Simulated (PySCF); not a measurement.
# C$_{6}$H$_{6}$, triplet, SMILES `[CH]1C=C[CH]C1=C`: electronic structure

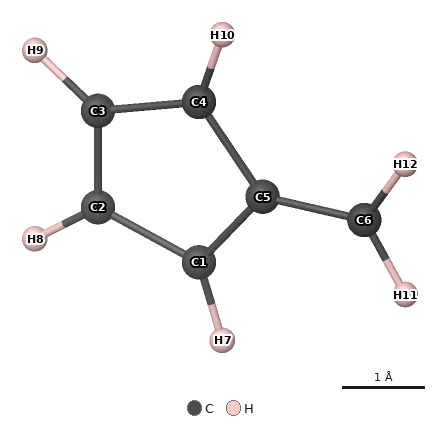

The molecule, with its atoms numbered as below. No frequency check shows the geometry to be a minimum.

Geometry (Å), atoms numbered from 1:

```
C1       0.0945    1.1320    0.0000
C2       1.4620    0.6813    0.0000
C3       1.4620   -0.6813    0.0000
C4       0.0945   -1.1319    0.0000
C5      -0.7673   -0.0002    0.0000
C6      -2.1449    0.0001    0.0000
H7      -0.2215    2.1587    0.0000
H8       2.3175    1.3306    0.0000
H9       2.3175   -1.3306    0.0000
H10     -0.2215   -2.1586    0.0000
H11     -2.6981    0.9201    0.0000
H12     -2.6981   -0.9200    0.0000
```

Part 1: Bonding charge

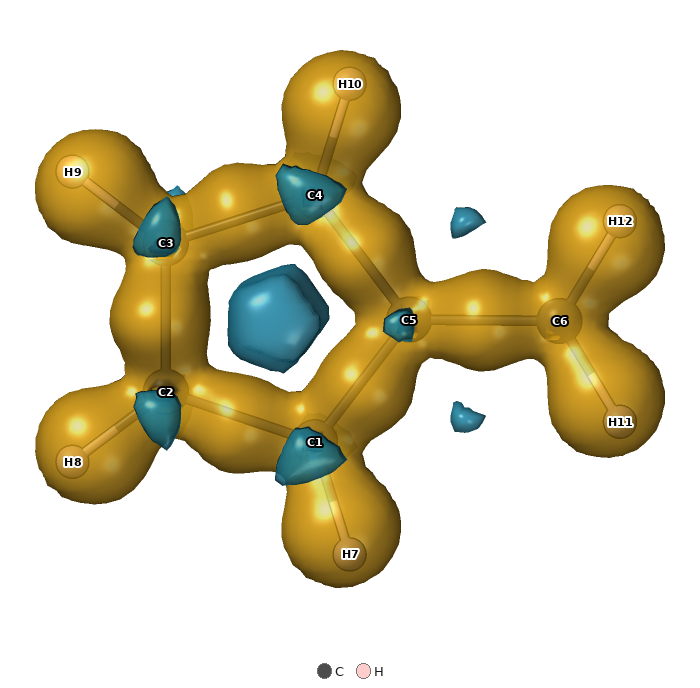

Deformation density (molecule less spherical, spin-averaged free atoms at the same positions), surfaces at ±0.1 e/Å³; yellow: gain, teal: loss.

Computed with PySCF, CAM-B3LYP/def2-SVPD, geometry: GFN2-xTB. The stability of the open-shell solution wasn't checked. GFN2-xTB doesn't know the spin state, so this open-shell geometry is rough.

> How much density has each bond gained at its critical point, relative to the free atoms?

C1–H7 and C4–H10: +0.76 e/Å³ at the bond critical point (bond length 1.07 Å). C2–H8 and C3–H9: +0.75 e/Å³ at the bond critical point (bond length 1.07 Å). C6–H11 and C6–H12: +0.72 e/Å³ at the bond critical point (bond length 1.07 Å). C2–C3: +0.67 e/Å³ at the bond critical point (bond length 1.36 Å). C5–C6: +0.64 e/Å³ at the bond critical point (bond length 1.38 Å). C4–C5 and C1–C5: +0.59 e/Å³ at the bond critical point (bond length 1.42 Å). C1–C2 and C3–C4: +0.57 e/Å³ at the bond critical point (bond length 1.44 Å). In all, 2.8 electrons gather in the regions of gain relative to the promolecule.

> Where do the Hirshfeld charges lie?

The highest Hirshfeld charge is on H7 and H10 (+0.05 e), the lowest on C6 (−0.12 e).

Part 2: Bond critical points

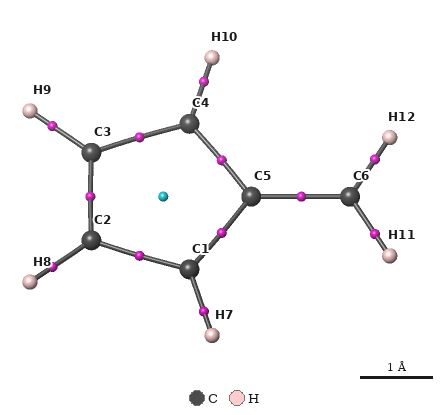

Molecular graph of the electron density (QTAIM): bond paths, bond critical points (magenta), ring points (cyan, if any); weak paths are dashed.

> How many critical points of each kind are there, and does the count close?

12 nuclei, 12 bond, 1 ring and 0 cage critical points: 12 − 12 + 1 − 0 = 1, as the Poincaré–Hopf relation requires.

> What does the calculation give at each kind of bond critical point?

```
            bond  length (Å)  ρ (a.u.)  ∇²ρ (a.u.)     ε  H (a.u.)
           C2–C3       1.363     0.326       −0.83  0.32    −0.328
           C5–C6       1.378     0.315       −0.82  0.24    −0.307
 C4–C5 (2 alike)       1.422     0.296       −0.74  0.16    −0.271
 C1–H7 (2 alike)       1.074     0.288       −1.13  0.01    −0.321
 C1–C2 (2 alike)       1.440     0.287       −0.72  0.12    −0.257
 C2–H8 (2 alike)       1.074     0.287       −1.12  0.02    −0.319
C6–H11 (2 alike)       1.074     0.284       −1.08  0.04    −0.315
```

> What kind of interaction is C5–C6?

Shared-shell (covalent): ρ = 0.315, ∇²ρ = −0.82, H = −0.307 a.u. Its ellipticity of 0.24 shows that the density isn't cylindrical about the bond.

Part 3: Local ionisation energy

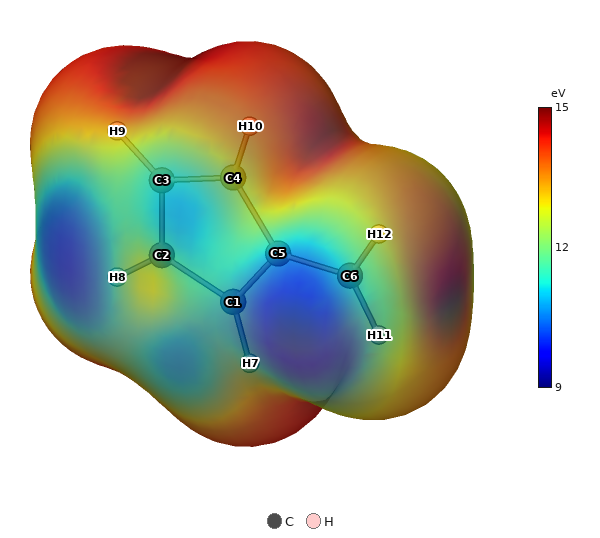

Average local ionisation energy on the surface of electron density 0.001 a.u.

> Locate the minima of the map.

The lowest value is 9.4 eV, off the molecular plane, over C6 (2.0 Å), and at like points elsewhere. Further minima include 10.1 eV, off the C2–C3 bond (2.2 to 2.3 Å from its atoms), and at like points elsewhere; 10.9 eV, off the molecular plane, over C4 (2.0 Å), and at like points elsewhere. For comparison, the highest occupied orbital lies at −6.0 eV.

> What volume does the surface enclose, and what is the dipole moment?

About 122 Å³; the dipole moment is 0.7 D.

Part 4: Spin density

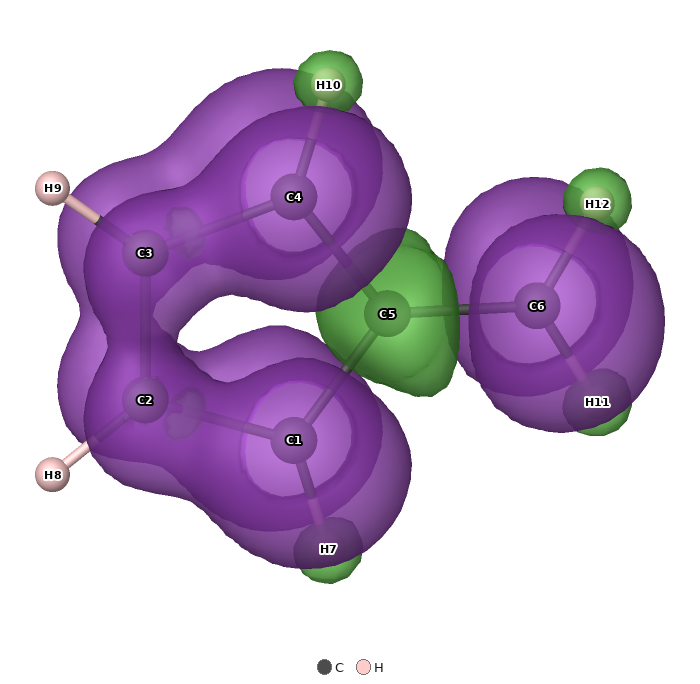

Spin density ρα − ρβ at ±0.02 e/Å³ (purple: excess α, green: excess β).

> How is the spin shared among the atoms?

Hirshfeld spin populations: C6 +0.50, C1 and C4 +0.49 and C2 and C3 +0.17. ⟨S²⟩ = 2.04, against 2.00 for a pure state. The picture also shows regions of β spin from spin polarisation; the Hirshfeld sums, whose atoms overlap, net them against the α spin of neighbours.

Part 5: In an electric field

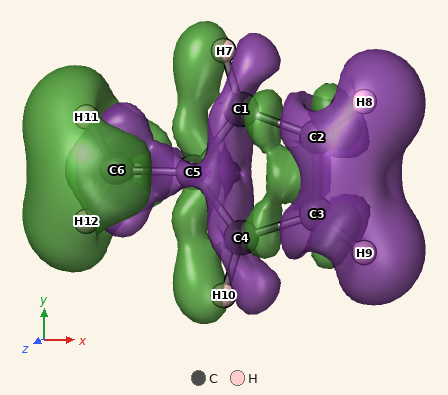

Change of the electron density in a uniform field of 0.10 V/Å, surfaces at ±0.0005 e/Å³ (purple: gain, green: loss).

Computed with PySCF, M06-2X/def2-SVPD, geometry: GFN2-xTB. The stability of the open-shell solution wasn't checked. GFN2-xTB doesn't know the spin state, so this open-shell geometry is rough.

The field was applied in both directions; the picture shows the one opposite to the script's first.

> Along which Cartesian direction does the field point?

Along −x: electrons gather on the +x side, against the field.

> How large is the response?

The induced dipole is 0.48 D (along the field); α along this axis, from the fields in both directions, is 95 bohr³ (14.1 Å³).

The PySCF runs shown took 15 s and 67 s on 1 thread of AMD EPYC 9R45 96-Core Processor (Zen 5), with other jobs on the host.
